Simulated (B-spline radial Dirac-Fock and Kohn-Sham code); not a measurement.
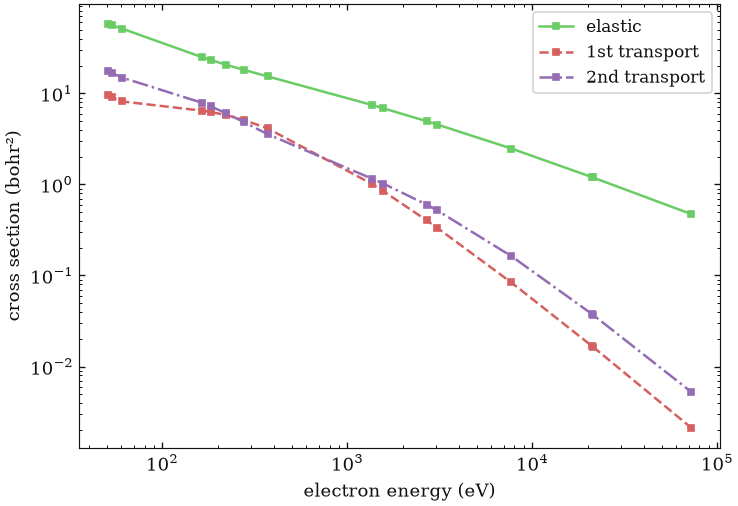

Integrated elastic and transport cross sections for electrons against energy. It refers to atomic Rb. The calculation used Dirac partial waves in the static Dirac–Fock field with Furness–McCarthy exchange, no polarisation or absorption (a B-spline radial code).

Why does the transport cross section fall faster?

It weights each event by 1 − cos θ, and fast electrons are deflected by small angles: at 72.0 keV it is 220 times smaller than the elastic one.

What are the elastic and first transport cross sections at 221 eV?

20.6 and 5.77 bohr².
